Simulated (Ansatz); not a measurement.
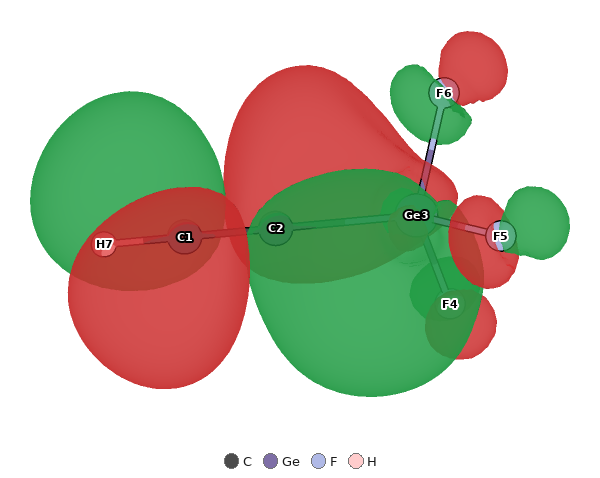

The picture shows: C2HF3Ge (SMILES C#[C][Ge]([F])([F])[F]). The LUMO at ±0.06 Å⁻³ᐟ² (green and red are the two phases), seen at a tilt.

Geometry: PBE0-D4/def2-TZVP.

Method: RKS PBE0-D4/def2-TZVPP in Ansatz.

Input file:

```
crystal:
  periodic: [false, false, false]
  atoms:
    - {symbol: C, position_ang: [0.576564, -1.925378, 0.422949]}
    - {symbol: C, position_ang: [0.242531, -0.798916, 0.170398]}
    - {symbol: Ge, position_ang: [-0.274131, 0.944376, -0.220420]}
    - {symbol: F, position_ang: [-1.801075, 1.008027, -0.971545]}
    - {symbol: F, position_ang: [0.820267, 1.717420, -1.271367]}
    - {symbol: F, position_ang: [-0.376067, 1.911876, 1.177204]}
    - {symbol: H, position_ang: [0.873109, -2.925505, 0.647180]}
basis:
  gaussian: {orbitals: def2-TZVPP}
hamiltonian: {xc: pbe0, dispersion: d4}
output: {orbitals: {seedname: orbitals}}
```

Command:

```sh
ansatz run in.yaml --threads 4 --pin off --events-out ev --progress --plain --max-ram 10444MiB
```

Question: Describe this orbital and give its energy.

Answer: Its weight (Hirshfeld) is mainly on C1 (about 35 %), C2 (about 25 %), Ge3 (about 25 %) and H7 (about 5 %); π-antibonding (π*) across C1–C2. It is one of a degenerate set, so its orientation is arbitrary. Its energy is −1.13 eV.
